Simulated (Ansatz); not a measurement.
# UCAM-B3LYP/STO-3G run of AlH2O (SMILES [O][AlH2])

Aim: the electronic atomisation energy of AlH2O at UCAM-B3LYP/STO-3G, from 4 runs. 

Program for the calculation: Ansatz 0.2.0.

51 further runs of the same task are left out: 1 that didn't finish, 50 set aside as unsound or not needed.

## 1. Starting point

AlH2O: 4 atoms, total charge 0, spin state doublet. SMILES: `[O][AlH2]`. Geometry: relaxed at PBE0-D4/def2-TZVP.

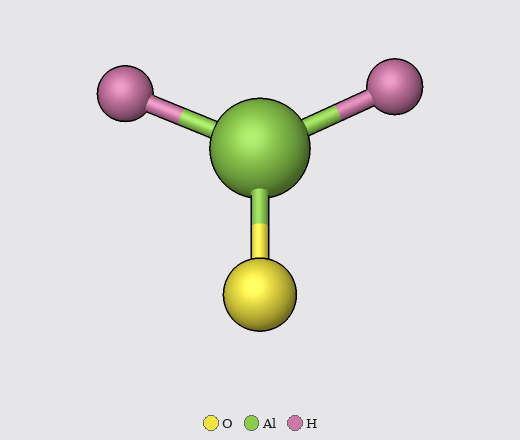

Viewed from a chosen angle; oxygen yellow, aluminium green, hydrogen pink.

## 2. The energy at UCAM-B3LYP/STO-3G

input.yaml

```yaml
crystal:
  periodic: [false, false, false]
  atoms:
    - {symbol: O, position_ang: [0.062600, -0.856300, 1.401400]}
    - {symbol: Al, position_ang: [0.011300, 0.029900, -0.080400]}
    - {symbol: H, position_ang: [-1.149600, -0.360800, -1.076000]}
    - {symbol: H, position_ang: [1.131100, 1.126800, -0.265300]}
basis:
  gaussian:
    orbitals: STO-3G
magnetization:
  spin_polarized: true
  initial_magnetization: 1
hamiltonian:
  xc: {name: CAM-B3LYP}
accuracy: high
```

On the command line:

```
ansatz run input.yaml --threads 1 --pin off --max-ram 2610MiB --events-out events.jsonl --progress --plain --runs-dir runs
```

The program printed:

```text
Warning: RAYON_NUM_THREADS=1 ignored (pool sized by the plan → 1); use --threads N
Functional definition: CAM-B3LYP
  name "CAM-B3LYP"
  parameter alpha = 0.19
  parameter beta = 0.46
  parameter omega = 0.33/bohr
  parameter ac = 0.81
  exchange = (1 - alpha - beta)*b88_x + beta*b88_x_sr(omega) + alpha*exact_x + beta*exact_x_lr(omega)
  correlation = (1 - ac)*vwn5_c + ac*lyp_c
267 factors; integrals over basis functions are off by at most 2.5e-8 eV
125 factors; integrals over basis functions are off by at most 5.8e-10 eV
mean field evaluation 1: about -8561.4819 eV, gradient 2.0e1 eV
mean field evaluation 2: about -8556.9058 eV, gradient 3.7e1 eV
mean field evaluation 4: about -8565.3748 eV, gradient 5.2e-1 eV
mean field evaluation 8: about -8565.3508 eV, gradient 2.5e-2 eV
mean field evaluation 16: about -8565.3508 eV, gradient 9.7e-5 eV
mean field -8565.35077794 eV, -314.7708352862 hartree, gradient 3.4e-8 eV, S^2 0.753920; 2 other end points of the search recorded, 0 dependent functions left out
reference -8565.35078923 eV, -314.7708357008 hartree; 12, 11 occupied and 4, 5 virtual orbitals, 267 factors
Total energy: -8565.35078923 eV, -314.7708357008 hartree
```

Run time: 2.1 s. Hardware: 1 thread of Arm Neoverse V1, shared host; peak memory 0.12 GiB.

## 3. The Al atom, same level

run.yaml

```yaml
crystal:
  periodic: [false, false, false]
  atoms:
    - {symbol: Al, position_ang: [0.000000, 0.000000, 0.000000]}
basis:
  gaussian: {orbitals: STO-3G}
magnetization: {spin_polarized: true, initial_magnetization: 1}
hamiltonian: {xc: {name: CAM-B3LYP}}
accuracy: high
```

Run the same way, it converges to -239.30384 Eh (log not shown).

## 4. The H atom

input.yaml

```yaml
crystal:
  periodic: [false, false, false]
  atoms:
    - {symbol: H, position_ang: [0.000000, 0.000000, 0.000000]}
basis:
  gaussian: {orbitals: STO-3G}
total_charge: 0
hamiltonian: {xc: {name: CAM-B3LYP}}
accuracy: high
magnetization: {spin_polarized: true, initial_magnetization: 1}
```

Run the same way, it converges to -0.46260 Eh (log not shown).

## 5. The O atom

run.yaml

```yaml
crystal:
  periodic: [false, false, false]
  atoms:
    - {symbol: O, position_ang: [0.000000, 0.000000, 0.000000]}
basis:
  gaussian:
    orbitals: STO-3G
magnetization:
  spin_polarized: true
  initial_magnetization: 2
hamiltonian:
  xc: {name: CAM-B3LYP}
accuracy: high
```

On the command line:

```
ansatz run run.yaml --threads 1 --pin off --max-ram 2610MiB --events-out events.jsonl --progress --plain --runs-dir runs
```

The program printed:

```text
Warning: RAYON_NUM_THREADS=1 ignored (pool sized by the plan → 1); use --threads N
Functional definition: CAM-B3LYP
  name "CAM-B3LYP"
  parameter alpha = 0.19
  parameter beta = 0.46
  parameter omega = 0.33/bohr
  parameter ac = 0.81
  exchange = (1 - alpha - beta)*b88_x + beta*b88_x_sr(omega) + alpha*exact_x + beta*exact_x_lr(omega)
  correlation = (1 - ac)*vwn5_c + ac*lyp_c
15 factors; integrals over basis functions are off by at most 1.1e-9 eV
15 factors; integrals over basis functions are off by at most 3.2e-10 eV
mean field evaluation 1: about -2013.8448 eV, gradient 7.5e-12 eV
mean field evaluation 2: about -2013.8454 eV, gradient 9.8e-12 eV
mean field -2013.84542189 eV, -74.0074542210 hartree, gradient 0.0e0 eV, S^2 2.000000; 0 other end points of the search recorded, 0 dependent functions left out
reference -2013.84542680 eV, -74.0074544013 hartree; 5, 3 occupied and 0, 2 virtual orbitals, 15 factors
Total energy: -2013.84542680 eV, -74.0074544013 hartree
```

It took 0.24 s on 1 thread of Arm Neoverse V1, shared host.

## 6. Outcome

Level: UCAM-B3LYP/STO-3G.

| quantity | value |
| --- | --- |
| molecule: total energy | -314.77084 Eh |
| molecule: ⟨S²⟩ | 0.754 |
| Al atom: total energy | -239.30384 Eh |
| Al atom: ⟨S²⟩ | 0.750 |
| H atom: total energy | -0.46260 Eh |
| H atom: ⟨S²⟩ | 0.750 |
| O atom: total energy | -74.00745 Eh |
| O atom: ⟨S²⟩ | 2.000 |
| electronic atomisation energy | 14.540 eV |

In words: Taking the molecule apart into free atoms costs 14.54 eV (335 kcal/mol), before zero-point energy and without spin-orbit coupling. In a minimal basis such a difference can be off by several eV, whatever the method.
